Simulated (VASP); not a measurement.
Band structure of BaSi$_{2}$ (relaxed from the C49 structure, space group Cmcm). Level of theory: PBEsol GGA, VASP's PBE PAW potentials (set 64) (plane waves; VASP 6.6.1).

Unless said otherwise, spin-orbit coupling is left out, though it shifts the bands of the heavy elements here.

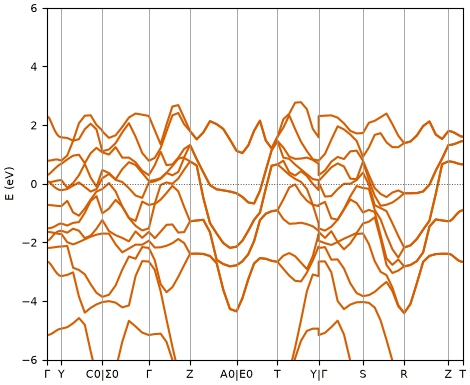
Figure: Bands along high-symmetry lines, zero at the valence-band maximum or, without a gap, the Fermi level

Q: Read the plot: is there a gap, and where are the band edges?

A: It has no gap at this level: it comes out as a metal or semimetal. (Edges off the drawn lines would not show.)

The structure was generated: BaSi2 was put into the C49 type (Cmcm), which need not be its known phase. It was relaxed first.
